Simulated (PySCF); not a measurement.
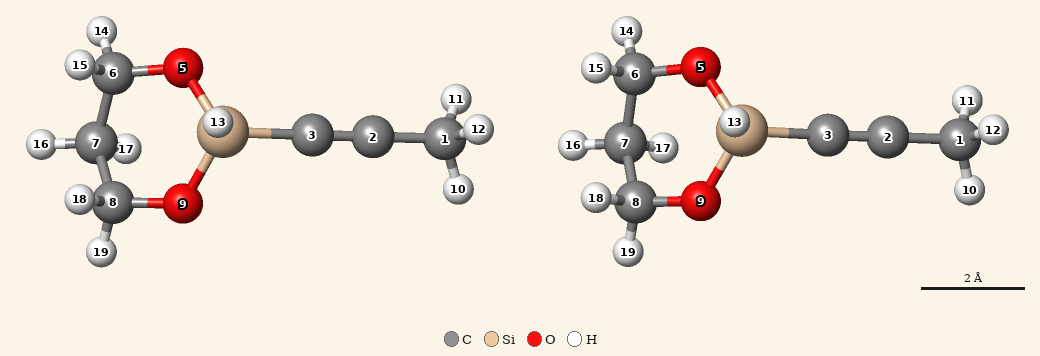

Two geometries of C₆H₁₀O₂Si, drawn at one scale. One is the start of a relaxation, the other its converged end. The picture is a ball-and-stick view, seen face on.

Theory: PySCF, PBE0-D3(BJ)/def2-SVP geometry optimisation, gas phase. 

Which of the two is the end point?

Answer. The left one is the relaxed one. The start comes from GFN2-xTB. Its atoms were then displaced at random by about 0.01 Å. The largest move after the best rigid fit is that of an H atom, 0.34 Å. By element the largest moves are H 0.34 Å, O 0.21 Å, C 0.18 Å, Si 0.14 Å. Near-neighbour distances that change, for instance: C–H 1.062 → 1.101 Å, H–Si 1.457 → 1.489 Å, C–O 1.384 → 1.410 Å, O–Si 1.637 → 1.662 Å. Bond angles that change, for instance: C–Si–H 116.7° → 110.1°, H–C–H 111.2° → 108.0°, Si–O–C 124.0° → 120.8°. Over 11 geometry steps the energy falls by 15.4 kJ/mol. Cost: 3.9 min on 1 thread of AMD EPYC 7R43 64-Core Processor, on a shared host.
